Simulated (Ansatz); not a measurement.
**Effect of Co → Sn on Co**

The reference is Co in the hcp (Mg type) structure (space group P6_3/mmc, No. 194; a = 2.457 Å, c = 3.968 Å; ferromagnetic).

Perturbation: every Co is replaced by Sn, then cell and atoms are relaxed.

Computed with PBEsol in Ansatz (plane waves to 420 eV, PAW, without spin-orbit coupling), earlier PAW set. k-mesh 16×16×9 (Γ-centred); smearing 0.05 eV (Fermi–Dirac), for the changed cell.

```json
[
 {"quantity": "density", "base": "9.43 g/cm³", "changed": "7.53 g/cm³", "shift": "-1.90 g/cm³"},
 {"quantity": "lattice parameter a", "base": "245.7 pm", "changed": "332.7 pm", "shift": "+87.0 pm"},
 {"quantity": "c/a ratio", "base": "1.615", "changed": "1.641", "shift": "+0.026"},
 {"quantity": "space group", "base": "P6_3/mmc (No. 194)", "changed": "P6_3/mmc (No. 194)", "shift": "–"},
 {"quantity": "band gap", "base": "zero", "changed": "zero", "shift": "–"}
]
```

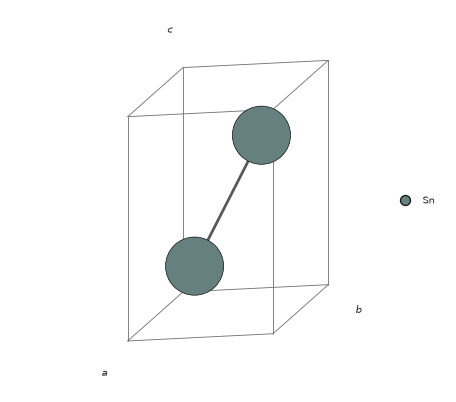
*The relaxed conventional cell after the change*

The magnetic state is the one reached from the starting moments; the real material's order can differ, and small cells can't hold many antiferromagnetic ones. Whether these cells are dynamically stable was not tested. As relaxed here, Sn is a hypothetical phase, not in the database extracts checked.

Ansatz is a first-principles code.
